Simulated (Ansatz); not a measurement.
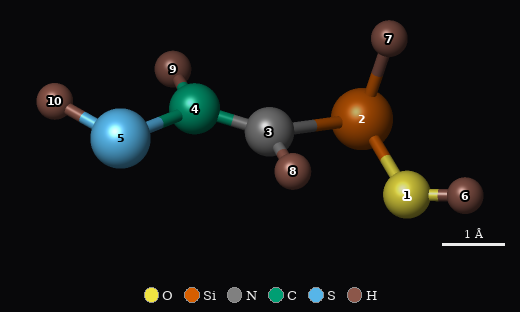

The structure (ball-and-stick view, seen at a tilt; atoms are numbered from 1 in the order of the input).

**Run report: CH₅NOSSi, phonon calculation**

The run: phonon calculation of CH₅NOSSi. Method and program: RKS PBE0/6-31G (Ansatz 0.2.0).

It belongs to a series of runs on one base structure; here: vibrations at the highest image of the band. Figures and captions count atoms from 1; the log counts them from 0 in places.

### Log
```
Engine: ansatz 0.2.0, x86_64-unknown-linux-gnu
Functional definition: PBE0
  parameter a = 0.25
  parameter kappa = 0.804
  parameter beta = 0.06672455060314922
  exchange = (1 - a)*pbe_x(kappa = kappa, mu = beta*pi^2/3) + a*exact_x
  correlation = pbe_c(beta = beta)
842 factors; integrals over basis functions are off by at most 2.0e-4 eV
mean field evaluation 1: about -23344.1872 eV, gradient 6.0e1 eV
mean field evaluation 2: about -23258.0046 eV, gradient 1.6e2 eV
mean field evaluation 4: about -23350.8523 eV, gradient 1.2e1 eV
mean field evaluation 8: about -23351.3054 eV, gradient 6.5e-1 eV
mean field evaluation 16: about -23351.3066 eV, gradient 5.7e-5 eV
mean field -23351.30664035 eV, -858.1446909488 hartree, gradient 5.7e-5 eV, S^2 0.000000; 0 other end points of the search recorded, 0 dependent functions left out
the calculation of the forces begins
reference -23351.30666729 eV, -858.1446919389 hartree; 28, 28 occupied and 35, 35 virtual orbitals, 842 factors
these checks for a lower state are left out or cut short: stability, starts, cluster_reference, orbital_swaps, neighbouring_geometries, increment
842 factors; integrals over basis functions are off by at most 2.0e-4 eV
mean field -23351.30657479 eV, -858.1446885396 hartree, gradient 2.2e-6 eV, S^2 0.000000; 0 other end points of the search recorded, 0 dependent functions left out
[... from here on the field's lines of each further geometry are left out, up to the last ...]
the calculation of the forces begins
reference -23351.30664858 eV, -858.1446912512 hartree; 28, 28 occupied and 35, 35 virtual orbitals, 842 factors
these checks for a lower state are left out or cut short: stability, starts, cluster_reference, orbital_swaps, neighbouring_geometries, increment
842 factors; integrals over basis functions are off by at most 2.0e-4 eV
mean field -23351.30662160 eV, -858.1446902597 hartree, gradient 8.9e-7 eV, S^2 0.000000; 0 other end points of the search recorded, 0 dependent functions left out
the calculation of the forces begins
reference -23351.30664855 eV, -858.1446912499 hartree; 28, 28 occupied and 35, 35 virtual orbitals, 842 factors
WARN: phonons: modes at or below zero, which the zero-point energy, F, S and C_V leave out: 1, the lowest at -241.20 cm⁻¹. A minimum has none, and a first-order saddle one
Total energy: -23351.30666729 eV, -858.1446919389 hartree
Atom 0 at    -0.982893    -1.410133     1.758050 Å, force     0.015326     0.014615    -0.007107 eV/Å
Atom 1 at     0.389126    -0.240451     1.873083 Å, force     0.004147     0.000170    -0.008919 eV/Å
Atom 2 at     0.014570    -0.073140    -0.071142 Å, force    -0.018721     0.000003     0.032786 eV/Å
Atom 3 at     0.636700     0.461059    -1.051265 Å, force     0.010019     0.002068    -0.023698 eV/Å
Atom 4 at     0.129763     0.310599    -2.774929 Å, force     0.009218     0.005668     0.014886 eV/Å
Atom 5 at    -1.612562    -1.531374     2.481940 Å, force    -0.015697    -0.009201     0.008898 eV/Å
Atom 6 at    -0.422867     1.086148     2.138033 Å, force     0.001698    -0.006588    -0.002796 eV/Å
Atom 7 at    -0.812848    -0.670118    -0.196384 Å, force    -0.006722    -0.008881    -0.007011 eV/Å
Atom 8 at     1.532038     1.042713    -0.857885 Å, force     0.003722     0.007505    -0.007045 eV/Å
Atom 9 at     1.212072     0.973697    -3.296502 Å, force    -0.002991    -0.005359     0.000006 eV/Å
Dipole moment:     0.097029     0.434332    -0.834423 e Å
Vibrations: -241.20 102.04 121.56 145.94 240.76 267.04 312.76 583.50 643.69 667.78 742.57 771.42 867.61 873.06 946.81 1089.81 1255.39 1389.13 1682.09 1822.45 2566.43 3246.41 3434.70 3822.64 cm⁻¹, zero-point energy 1.710707 eV
```

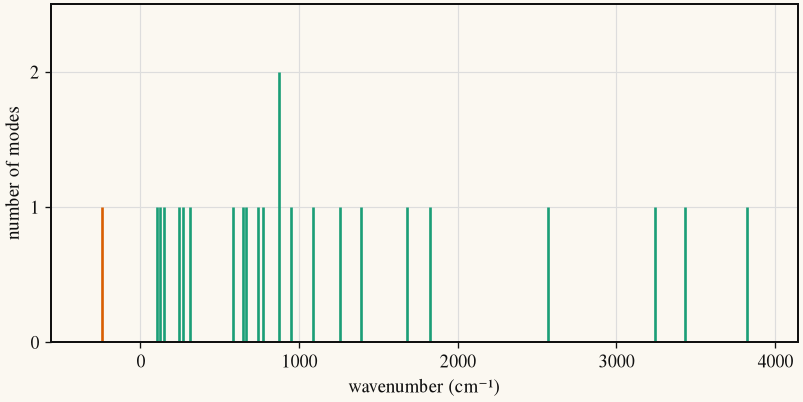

Harmonic vibrational wavenumbers from the force constants; neighbouring modes closer than 18 cm⁻¹ are counted in one stick, and imaginary ones are drawn at negative wavenumbers. 24 modes from 241i to 3823 cm⁻¹, 1 imaginary beyond 8i (241i cm⁻¹): a first-order saddle point, if the geometry is stationary.

The run was set up as follows.

### Input
```yaml
crystal:
  periodic: [false, false, false]
  atoms:
    - { symbol: O, position_ang: [-0.982893, -1.410133, 1.75805] }
    - { symbol: Si, position_ang: [0.389126, -0.240451, 1.873083] }
    - { symbol: "N", position_ang: [0.01457, -0.07314, -0.071142] }
    - { symbol: C, position_ang: [0.6367, 0.461059, -1.051265] }
    - { symbol: S, position_ang: [0.129763, 0.310599, -2.774929] }
    - { symbol: H, position_ang: [-1.612562, -1.531374, 2.48194] }
    - { symbol: H, position_ang: [-0.422867, 1.086148, 2.138033] }
    - { symbol: H, position_ang: [-0.812848, -0.670118, -0.196384] }
    - { symbol: H, position_ang: [1.532038, 1.042713, -0.857885] }
    - { symbol: H, position_ang: [1.212072, 0.973697, -3.296502] }
basis:
  gaussian: { orbitals: "6-31G" }
hamiltonian:
  xc: pbe0
phonons: {}
```

Command:
```bash
ansatz run input.yaml --threads 1 --pin off --max-ram 2048MiB --backend cpu --events-out ev --progress --plain --runs-dir out
```

### Summary

```csv
quantity,value
outcome,converged
total energy,−23351.3067 eV
mean-field energy,−23351.3067 eV
largest force (length of the vector),0.038 eV/Å
hardware,"1 thread of Intel Xeon @ 2.70GHz, 189 GiB of memory available, shared host"
wall time,2.6 min
peak memory,0.15 GiB
```
